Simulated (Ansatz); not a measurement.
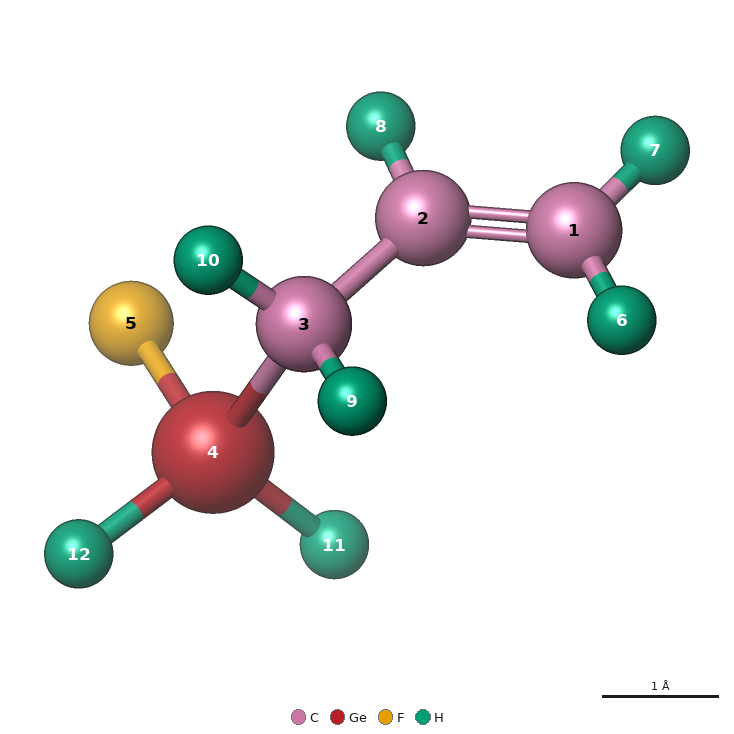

Orthographic view. Atoms fade into the background with distance from the viewer. The geometry was computed by an optimisation with PBE0-D4/def2-TZVP.

Write the connection table.

C1: C2, H6, H7
C2: C1, C3, H8
C3: C2, Ge4, H9, H10
Ge4: C3, F5, H11, H12
F5: Ge4
(terminal hydrogens appear only as neighbours)
